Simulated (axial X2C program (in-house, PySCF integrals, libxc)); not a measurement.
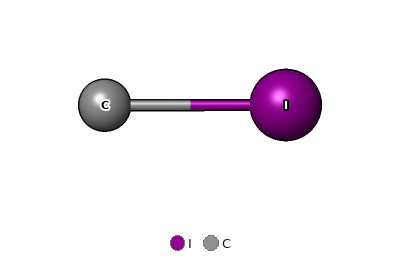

Fig. 1: The molecule at the reference distance of 1.906 Å.

## Run report: IC⁺, relativistic diatomic calculation

IC⁺. The reference is closed-shell IC⁺; the roots are vertical excitation energies. The distance is the PBE0 minimum at charge 1. Computed at this level: EOM-EE-CCSD, two-component X2C with atomic mean-field Coulomb and Gaunt terms, I dyall-acv3z, C dyall-av3z (cores contracted) (axial X2C program (in-house, PySCF integrals, libxc)).

**The input**
```
{"zs": [53, 6], "q": 1, "bas": ["dyall-acv3z", "dyall-av3z"], "r0": 2.08, "eom": "ee", "thr": -2.0, "nmax": 88}
```

The line is the task of a batch: nuclear charges, charge, bases, a first guess of the distance and further settings. This report covers the levels named above. The log is that of the reference distance 1.906 Å.

The run was one of a batch that the task file lists, launched with:
```bash
python <driver script> task.json out
```

**Log**
```
two-component X2C + atomic mean field  HF
basis functions 198  fitting functions 987  grid points 5078
iter        total energy     max residual
   1      -7147.174378710     4.10e-01
   2      -7147.200369230     1.34e-02
   3      -7147.202553729     6.18e-02
   4      -7147.203990196     1.32e-02
   5      -7147.204236381     4.88e-03
   6      -7147.204283275     2.45e-03
   7      -7147.204288063     3.00e-04
   8      -7147.204288845     2.03e-04
   9      -7147.204289319     2.82e-04
  10      -7147.204289601     1.35e-04
  11      -7147.204289669     1.70e-05
  12      -7147.204289678     1.20e-05
  13      -7147.204289681     9.25e-06
  14      -7147.204289682     2.89e-06
  15      -7147.204289683     1.88e-06
converged
one-electron -9952.13338775  Coulomb 2905.97968999  exact exchange -185.01027868  xc functional 0.00000000  nuclear repulsion 88.28874768  atomic mean-field constant -4.32906092
correlated 10  virtual 288  natural virtual 88  E(MP2) -0.272419210  MP2 remainder -0.027228705
iter   CCSD correlation   residual
   1     -0.247270758   2.19e-01
   2     -0.261900399   1.25e-01
   3     -0.268479858   4.83e-02
   4     -0.269257280   1.73e-02
   5     -0.269550198   7.69e-03
   6     -0.269580459   2.46e-03
   7     -0.269590667   8.14e-04
   8     -0.269598568   3.78e-04
   9     -0.269594335   2.53e-04
  10     -0.269599176   1.79e-04
  11     -0.269594940   1.12e-04
  12     -0.269595124   5.22e-05
  13     -0.269594778   2.19e-05
  14     -0.269594744   9.69e-06
  15     -0.269595005   4.04e-06
  16     -0.269595042   1.74e-06
  17     -0.269595061   9.22e-07
(T) -0.019585725904694914  T1 0.0641  D1 0.0925  max T2 0.090
EOM-EE-CCSD roots
2*Omega      energy/Eh   energy/eV  one-particle weight
    0       0.07800727      2.1227      0.944
    0       0.07988218      2.1737      0.942
    0       0.11325408      3.0818      0.938
    0       0.14855755      4.0425      0.901
    0       0.15345867      4.1758      0.907
    2       0.08294362      2.2570      0.942
    2       0.11011465      2.9964      0.933
    2       0.13595806      3.6996      0.930
    2       0.14920161      4.0600      0.914
    4       0.08885228      2.4178      0.940
    4       0.12810715      3.4860      0.919
    4       0.16004764      4.3551      0.895
    6       0.12339419      3.3577      0.936
```

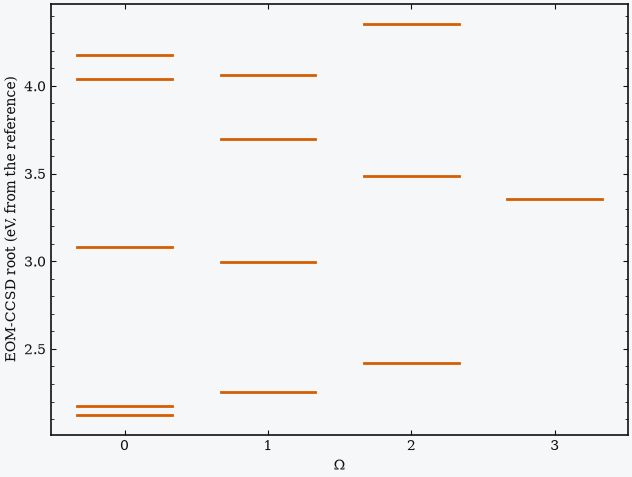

Fig. 2: EOM-CCSD roots by Ω at 1.91 Å. The lowest has Ω = 0 and lies at 2.123 eV, with one-particle weight 0.94.

**Summary**

| quantity | value |
| --- | --- |
| outcome | converged |
| HF energy of the reference IC⁺ | −7147.20429 hartree |
| MP2 energy of the reference IC⁺ | −7147.47671 hartree |
| CCSD energy of the reference IC⁺ (with the MP2 share of the virtual spinors left out of the coupled-cluster step) | −7147.50111 hartree |
| CCSD(T) energy of the reference IC⁺ | −7147.52070 hartree |
| T1 diagnostic (spinor form; for a closed shell √2 times the usual value) | 0.064 |
| hardware | 1 thread of Arm Neoverse V2, 24 GiB of memory available, shared host |
| wall time | 17 s |
| peak memory | 0.65 GiB |
